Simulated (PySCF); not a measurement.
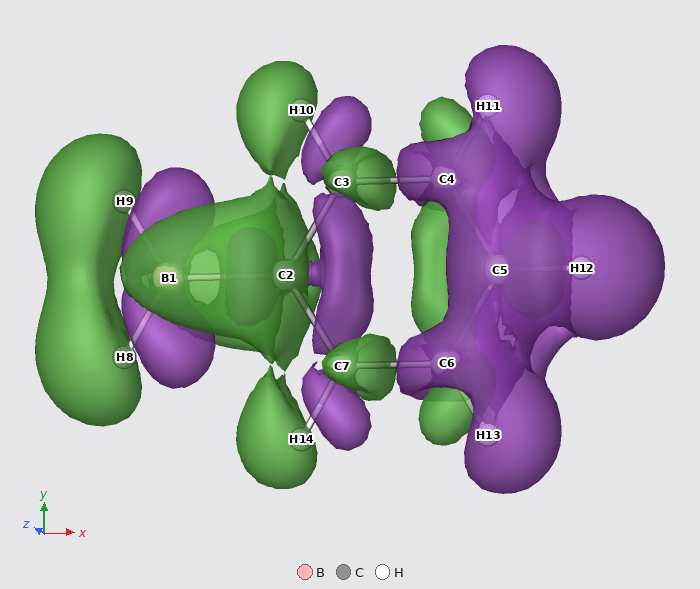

C₆H₇B, SMILES `Bc1ccccc1`. Change of the electron density in a uniform field of 0.26 V/Å, surfaces at ±0.0015 e/Å³ (purple: gain, green: loss).

PySCF calculation, PBE0/def2-SVPD, gas phase; geometry: GFN2-xTB. No frequency check shows the geometry to be a minimum.

Coordinates in Å:

```
B1      -2.5586    0.0001    0.0000
C2      -1.0144   -0.0000    0.0000
C3      -0.2802    1.1951    0.0000
C4       1.1014    1.1987    0.0000
C5       1.7971    0.0000    0.0000
C6       1.1013   -1.1988    0.0000
C7      -0.2802   -1.1951    0.0000
H8      -3.1455   -1.0116    0.0000
H9      -3.1454    1.0117    0.0000
H10     -0.8135    2.1351    0.0000
H11      1.6420    2.1347    0.0000
H12      2.8778   -0.0000    0.0000
H13      1.6419   -2.1347    0.0000
H14     -0.8136   -2.1351    0.0000
```

### Along which Cartesian direction does the field point?

Along −x: electrons gather on the +x side, against the field.

### What dipole is induced, and what polarisability does it imply?

The induced dipole is 1.41 D (along the field); α along this axis, from the fields in both directions, is 112 bohr³ (16.7 Å³).

### Which atoms gain and lose the most charge?

Electrons gather most on C5 (Hirshfeld charge changes by −0.015 e) and leave B1 most (+0.018 e); 0.096 electrons are displaced in all.

Run time: 24 s on 1 thread of AMD EPYC 9R45 96-Core Processor (Zen 5), with other jobs on the host, peak memory 0.96 GiB.
